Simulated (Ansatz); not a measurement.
# Molecular dynamics of C$_{2}$H$_{8}$BFSi (part 2 of 2)

The same run, continued: C$_{2}$H$_{8}$BFSi; RKS BLYP/def2-SVP (Ansatz 0.2.0). The geometry comes from this level: PBE0-D4/def2-TZVP.

Geometry of the input (Å):
```
C  -1.1825  -0.3267  1.1299
B  -0.0266  -0.1640  0.0981
C  0.9362  -1.3492  -0.2282
Si 0.2613  1.5864  -0.8699
F  -0.6925  2.7620  -0.3150
H  -2.0754  -0.5439  0.5198
H  -1.0637  -1.1703  1.8154
H  -1.4325  0.5785  1.6875
H  0.4823  -2.3340  -0.0832
H  1.4336  -1.3154  -1.2003
H  1.7369  -1.2738  0.5260
H  1.6668  2.0687  -0.7372
H  -0.0234  1.4470  -2.3281
```

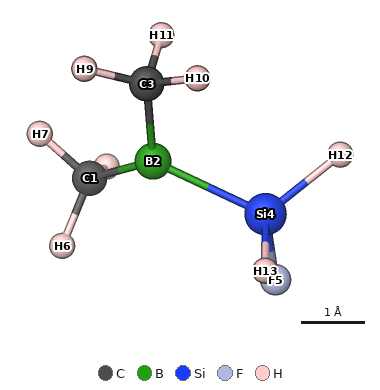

*The geometry at step 30 of the log (ball-and-stick view, seen at a tilt; atoms are numbered from 1 in the order of the input).*

## Trajectory as extended XYZ, continued
```
13
Properties=species:S:1:pos:R:3:forces:R:3 step=10 time_fs=5.0 energy=-13465.98286 temperature=700.0
C    -1.2637   -0.3343    1.1190    1.4649   1.5326   0.8799
B    -0.0551   -0.1193    0.0307   -0.7261  -1.8959   1.9463
C     0.9373   -1.3237   -0.2325    0.7388  -0.9406  -0.1168
Si    0.2967    1.5595   -0.8738   -0.6822   2.1001   0.8929
F    -0.7080    2.7689   -0.2610    0.2281  -0.5486  -0.3303
H    -2.0796   -0.5795    0.3410   -0.0963   0.9014   1.2181
H    -1.0981   -1.3129    1.6761   -0.2157   0.9052  -0.1409
H    -1.3089    0.7310    2.0265   -0.6024  -3.1477  -2.9423
H     0.7222   -2.4476   -0.2178   -0.6164   1.0236   0.3038
H     1.5199   -1.2251   -1.1692    0.3420   0.2103  -0.0050
H     1.6732   -1.2235    0.6362   -0.2724   0.1422  -0.5313
H     1.6276    2.1746   -0.6505    0.5413  -0.1901  -0.0879
H     0.0092    1.4446   -2.2892   -0.1036  -0.0924  -1.0864
13
Properties=species:S:1:pos:R:3:forces:R:3 step=13 time_fs=6.5 energy=-13466.03135 temperature=788.0
C    -1.2829   -0.3257    1.1175    1.7027   0.3741   0.5520
B    -0.0662   -0.1095    0.0141   -0.7514  -2.4447   2.2637
C     0.9425   -1.3126   -0.2393    1.0543  -1.0881  -0.0660
Si    0.3083    1.5501   -0.8713   -1.1126   2.7778  -0.1067
F    -0.7118    2.7699   -0.2480    0.4804  -0.8743  -0.5247
H    -2.1021   -0.5614    0.2987    0.2630   1.0034   1.7565
H    -1.1032   -1.3409    1.6624   -0.3620   1.3950  -0.5703
H    -1.2695    0.6290    2.0238   -0.9495  -2.5270  -2.8901
H     0.7578   -2.4623   -0.2554   -0.5703   1.4987   0.3386
H     1.5590   -1.1791   -1.1638    0.1637   0.1231   0.3035
H     1.6573   -1.2001    0.6722   -0.5527   0.0492  -0.9317
H     1.6267    2.1942   -0.6212    0.4791  -0.2854  -0.1507
H     0.0068    1.4397   -2.3478    0.1553  -0.0018   0.0259
13
Properties=species:S:1:pos:R:3:forces:R:3 step=17 time_fs=8.5 energy=-13466.35433 temperature=952.8
C    -1.2953   -0.3143    1.1152    2.0238  -2.7990  -1.9943
B    -0.0840   -0.1042   -0.0003   -0.4882  -2.7702   2.3243
C     0.9540   -1.2987   -0.2465    0.9087  -0.4271  -0.4019
Si    0.3225    1.5437   -0.8671   -1.7298   3.1244  -0.9254
F    -0.7200    2.7668   -0.2335    0.7121  -1.1136  -0.7156
H    -2.1118   -0.5048    0.3030    0.0823   0.8373   1.7113
H    -1.1083   -1.3392    1.6445   -0.4004   1.1429  -0.8580
H    -1.2435    0.4009    1.9304   -1.1550   1.0487  -0.0342
H     0.7823   -2.4370   -0.2907   -0.5288   1.2437   0.2630
H     1.6196   -1.0971   -1.1395   -0.0908  -0.1341   0.5567
H     1.6070   -1.1745    0.6955   -0.3376   0.0040  -0.7346
H     1.6173    2.2031   -0.5807    0.6163  -0.2617  -0.1884
H     0.0091    1.4252   -2.4164    0.3873   0.1046   0.9972
13
Properties=species:S:1:pos:R:3:forces:R:3 step=20 time_fs=10.0 energy=-13465.84339 temperature=696.6
C    -1.3008   -0.3106    1.1116    2.3182  -6.7702  -7.0295
B    -0.0989   -0.1081   -0.0063   -0.1777  -2.5311   2.2119
C     0.9667   -1.2862   -0.2469    0.2606   0.4652  -0.9459
Si    0.3309    1.5435   -0.8639   -2.2040   3.0341  -1.0458
F    -0.7289    2.7658   -0.2230    0.8690  -1.2284  -0.8484
H    -2.1102   -0.4451    0.3605   -0.8309   0.5620   0.8585
H    -1.1250   -1.3221    1.6201   -0.2981   0.3891  -0.8209
H    -1.2485    0.2496    1.8743   -0.7697   5.9181   5.8166
H     0.7796   -2.3870   -0.3042   -0.5193   0.3639   0.1785
H     1.6561   -1.0476   -1.1073   -0.1132  -0.2367   0.4060
H     1.5666   -1.1498    0.6837    0.2129   0.0227   0.1252
H     1.6096    2.1992   -0.5420    0.7589  -0.1925  -0.2127
H     0.0101    1.4047   -2.4424    0.4934   0.2037   1.3064
13
Properties=species:S:1:pos:R:3:forces:R:3 step=23 time_fs=11.5 energy=-13466.19501 temperature=857.2
C    -1.3025   -0.3165    1.0929    3.4483  -3.2778  -2.9612
B    -0.1150   -0.1194   -0.0068    0.2771  -1.9476   1.7943
C     0.9819   -1.2741   -0.2475   -0.2491   1.6971  -0.9444
Si    0.3361    1.5451   -0.8619   -2.3452   2.8778  -0.8824
F    -0.7393    2.7646   -0.2161    1.0156  -1.2873  -0.9416
H    -2.1271   -0.3686    0.4460   -2.4520   0.3076  -0.5935
H    -1.1478   -1.2930    1.5827   -0.1891  -0.8388  -0.4715
H    -1.2671    0.2188    1.9410   -0.6008   3.6642   3.0130
H     0.7680   -2.3276   -0.3042   -0.5903  -0.9954   0.0294
H     1.6914   -1.0084   -1.0662   -0.0062  -0.2599   0.0700
H     1.5380   -1.1269    0.6829    0.5546   0.0332   0.7632
H     1.6228    2.1905   -0.5074    0.5870  -0.2414  -0.2807
H     0.0154    1.3970   -2.4518    0.5502   0.2686   1.4055
13
Properties=species:S:1:pos:R:3:forces:R:3 step=27 time_fs=13.5 energy=-13466.53124 temperature=982.3
C    -1.2968   -0.3269    1.0649    1.4951   1.3151   1.7790
B    -0.1322   -0.1427   -0.0015    0.8617  -0.6942   0.9236
C     1.0023   -1.2545   -0.2473   -0.6266   2.0504  -0.1380
Si    0.3390    1.5516   -0.8612   -2.1555   2.5010  -0.2767
F    -0.7510    2.7604   -0.2095    1.1513  -1.2510  -0.9916
H    -2.2312   -0.2649    0.5406   -1.3574   0.2541  -0.2664
H    -1.1818   -1.2837    1.5113   -0.2026  -1.9662   0.3139
H    -1.3162    0.2887    2.1018    0.0152  -0.2194  -2.4236
H     0.7393   -2.2803   -0.2896   -0.4796  -1.6780  -0.1103
H     1.7414   -0.9760   -1.0106    0.1581  -0.2119  -0.3966
H     1.5201   -1.1006    0.7051    0.4961  -0.0498   0.8070
H     1.6654    2.1665   -0.4765    0.0993  -0.3549  -0.4039
H     0.0270    1.4058   -2.4300    0.5448   0.3048   1.1835
13
Properties=species:S:1:pos:R:3:forces:R:3 step=30 time_fs=15.0 energy=-13466.40215 temperature=868.1
C    -1.2891   -0.3311    1.0509   -1.6467   1.8447   2.1751
B    -0.1428   -0.1600    0.0061    1.2737   0.3089   0.1560
C     1.0168   -1.2341   -0.2483   -0.9834   0.6298   0.5510
Si    0.3388    1.5593   -0.8617   -1.9154   2.0624   0.3645
F    -0.7576    2.7546   -0.2056    1.1962  -1.1330  -0.9849
H    -2.3517   -0.1843    0.6084    1.2362  -0.1470   0.4448
H    -1.2030   -1.3157    1.4563   -0.3804  -1.5788   0.4704
H    -1.3574    0.3346    2.1698    0.5271  -1.1188  -3.2646
H     0.7199   -2.2875   -0.2869    0.0330  -0.4656  -0.0977
H     1.7794   -0.9559   -0.9836    0.1312  -0.1813  -0.4815
H     1.5089   -1.0785    0.7360    0.2744  -0.1788   0.3672
H     1.7020    2.1341   -0.4689   -0.2193  -0.3562  -0.4578
H     0.0393    1.4154   -2.3935    0.4733   0.3137   0.7575
13
Properties=species:S:1:pos:R:3:forces:R:3 step=33 time_fs=16.5 energy=-13466.18292 temperature=845.7
C    -1.2860   -0.3348    1.0396   -3.5015   0.8104   3.0291
B    -0.1531   -0.1757    0.0189    1.6871   1.1649  -0.6365
C     1.0281   -1.2107   -0.2476   -0.9044  -1.0376   0.8793
Si    0.3376    1.5702   -0.8613   -1.7334   1.4424   1.1567
F    -0.7622    2.7476   -0.2004    1.1930  -0.9393  -0.9488
H    -2.4459   -0.1091    0.6940    2.5886  -0.5449   0.2865
H    -1.2392   -1.3806    1.4106   -0.5046  -0.1217   0.1851
H    -1.3829    0.3490    2.1674    0.8781  -1.4354  -3.2158
H     0.7040   -2.3214   -0.2950    0.6325   1.1635  -0.0212
H     1.8271   -0.9343   -0.9704   -0.3361  -0.2647  -0.1476
H     1.5097   -1.0614    0.7690    0.0013  -0.3199  -0.2177
H     1.7298    2.0801   -0.4595   -0.3596  -0.2297  -0.4677
H     0.0532    1.4255   -2.3467    0.3590   0.3120   0.1187
13
Properties=species:S:1:pos:R:3:forces:R:3 step=37 time_fs=18.5 energy=-13466.12483 temperature=858.6
C    -1.2937   -0.3421    1.0284   -4.2334  -0.6353   3.1932
B    -0.1678   -0.1941    0.0336    2.0599   1.9504  -1.3934
C     1.0365   -1.1818   -0.2469   -0.0981  -2.1570   0.9008
Si    0.3302    1.5872   -0.8590   -1.4689   0.6237   2.1905
F    -0.7684    2.7390   -0.1927    1.1111  -0.6202  -0.8322
H    -2.4846   -0.0189    0.8083    2.7806  -0.9092  -0.4005
H    -1.3017   -1.4565    1.3579   -0.4690   1.2124  -0.0117
H    -1.3750    0.3108    2.0624    1.1274  -1.1484  -2.0667
H     0.7121   -2.3442   -0.3295    0.8758   2.0773   0.1582
H     1.8920   -0.9234   -0.9619   -1.1104  -0.2529   0.3507
H     1.5301   -1.0607    0.7971   -0.3302  -0.3960  -0.7850
H     1.7524    2.0053   -0.4738   -0.3866  -0.0018  -0.3800
H     0.0669    1.4522   -2.2867    0.1418   0.2570  -0.9240
13
Properties=species:S:1:pos:R:3:forces:R:3 step=40 time_fs=20.0 energy=-13466.31596 temperature=897.8
C    -1.3105   -0.3509    1.0266   -3.3533  -2.0292   0.7452
B    -0.1732   -0.2028    0.0406    1.9224   2.2681  -1.5064
C     1.0442   -1.1614   -0.2497    0.1001  -2.3956   1.2763
Si    0.3233    1.5997   -0.8540   -1.3713   0.1086   2.5957
F    -0.7751    2.7334   -0.1880    1.0244  -0.3798  -0.7180
H    -2.4429    0.0304    0.8810    1.8441  -0.9267  -1.0459
H    -1.3601   -1.4678    1.3231   -0.3786   1.1540   0.1383
H    -1.3524    0.2576    1.9325    1.2884   0.3458   0.8387
H     0.7328   -2.3109   -0.3522    0.7438   1.7875   0.1997
H     1.9162   -0.9291   -0.9409   -1.0467   0.0066   0.1598
H     1.5473   -1.0768    0.8047   -0.4944  -0.3269  -0.9582
H     1.7580    1.9616   -0.5123   -0.2554   0.1800  -0.2171
H     0.0812    1.4746   -2.2575   -0.0234   0.2076  -1.5081
13
Properties=species:S:1:pos:R:3:forces:R:3 step=43 time_fs=21.5 energy=-13466.25714 temperature=904.7
C    -1.3336   -0.3636    1.0269   -1.6693  -3.9312  -3.2217
B    -0.1715   -0.2066    0.0469    1.4583   2.3226  -1.3569
C     1.0534   -1.1469   -0.2462   -0.1269  -1.9746   1.2102
Si    0.3148    1.6096   -0.8457   -1.2069  -0.3319   2.3261
F    -0.7808    2.7269   -0.1847    0.8907  -0.1250  -0.5875
H    -2.3726    0.0646    0.9283    0.0999  -0.4835  -1.5602
H    -1.4246   -1.4489    1.2917   -0.3139   0.3691   0.4536
H    -1.3036    0.2164    1.8321    1.6868   2.7454   4.7912
H     0.7654   -2.2502   -0.3735    0.3838   0.7872   0.1128
H     1.9186   -0.9207   -0.9084   -0.5760   0.2994  -0.3563
H     1.5644   -1.1145    0.7756   -0.3287  -0.1785  -0.3025
H     1.7650    1.9280   -0.5619   -0.1737   0.3160  -0.0278
H     0.1102    1.5007   -2.2574   -0.1241   0.1850  -1.4810
13
Properties=species:S:1:pos:R:3:forces:R:3 step=47 time_fs=23.5 energy=-13466.52851 temperature=1016.3
C    -1.3661   -0.3890    1.0175    1.5294  -0.9065  -1.4643
B    -0.1641   -0.2016    0.0530    0.8339   1.8477  -1.0967
C     1.0659   -1.1382   -0.2369   -0.4416   0.5234   0.9606
Si    0.3025    1.6219   -0.8316   -0.8882  -0.8587   0.8034
F    -0.7884    2.7180   -0.1808    0.6602   0.2336  -0.4163
H    -2.2838    0.1063    0.9438   -2.3751   0.9127  -1.6157
H    -1.5280   -1.4072    1.2618   -0.3462  -1.5720   0.9678
H    -1.1613    0.2381    1.8419    1.4590   0.6860   2.2967
H     0.8265   -2.1507   -0.4036   -0.5552  -2.1309  -0.3535
H     1.8969   -0.8905   -0.8862    0.2208   0.6666  -0.9304
H     1.5749   -1.1663    0.7333    0.2384  -0.0487   0.9219
H     1.7746    1.8937   -0.6196   -0.1755   0.4438   0.1940
H     0.1620    1.5338   -2.3146   -0.1599   0.2031  -0.2675
13
Properties=species:S:1:pos:R:3:forces:R:3 step=50 time_fs=25.0 energy=-13466.63247 temperature=1321.6
C    -1.3895   -0.4132    1.0045    2.7808   1.7906   0.8790
B    -0.1574   -0.1949    0.0595    0.4199   1.2722  -0.8392
C     1.0768   -1.1322   -0.2265   -0.4487   1.1813   0.6955
Si    0.2933    1.6339   -0.8206   -0.5726  -1.2647  -0.3265
F    -0.7908    2.7109   -0.1807    0.3470   0.6041  -0.2021
H    -2.2647    0.1619    0.9166   -1.8933   0.9923  -1.1092
H    -1.6146   -1.4143    1.2543   -0.3105  -1.6665   0.9617
H    -1.0144    0.2763    1.9102   -0.0396  -1.5919  -0.7925
H     0.8626   -2.1284   -0.4375   -0.8045  -2.6438  -0.5943
H     1.8747   -0.8421   -0.8996    0.3352   0.6490  -0.7313
H     1.5792   -1.2119    0.7315    0.5091   0.0119   1.1509
H     1.7710    1.8863   -0.6453   -0.1296   0.5025   0.3151
H     0.1879    1.5718   -2.3651   -0.1933   0.1631   0.5928
```

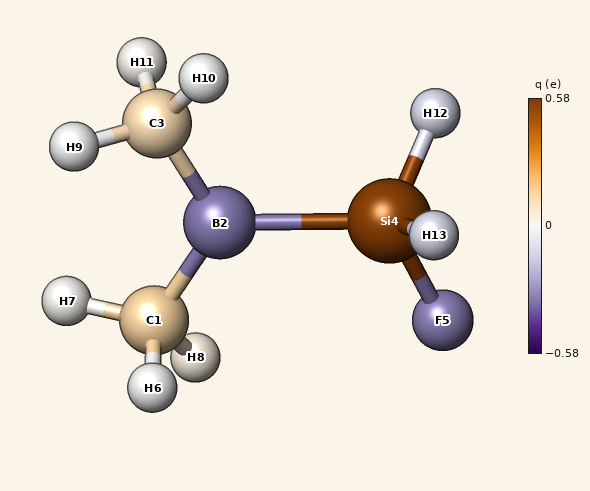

*Mulliken charges, as the colour of each atom (ball-and-stick view, seen at a tilt; atoms are numbered from 1 in the order of the input).*

By element: C +0.11 to +0.14, B −0.33, Si +0.55, F −0.32 and H −0.11 to +0.04 e.

## Summary

```tsv
quantity	value
outcome	finished
mean temperature over the second half	943 K
trajectory	50 steps, 25 fs
ensemble	nvt_langevin
temperature in the input	1500 K
time step	0.5 fs
potential energy (last step)	−13466.6328 eV
SCF solution under orbital rotations (last step)	stable
largest force (length of the vector) (last step)	3.422 eV/Å
dipole moment (last step)	2.04 D
hardware	4 threads of Intel Xeon, 15 GiB of memory available, shared host
wall time	51 s (CPU time 3 min)
peak memory	0.57 GiB
```

## Notes

So short a trajectory is not equilibrated. The logged temperature at the start can lie below the typed one, since it is counted over all degrees of freedom. The temperature stays far from the 1500 K of the thermostat over the second half: the run isn't equilibrated.
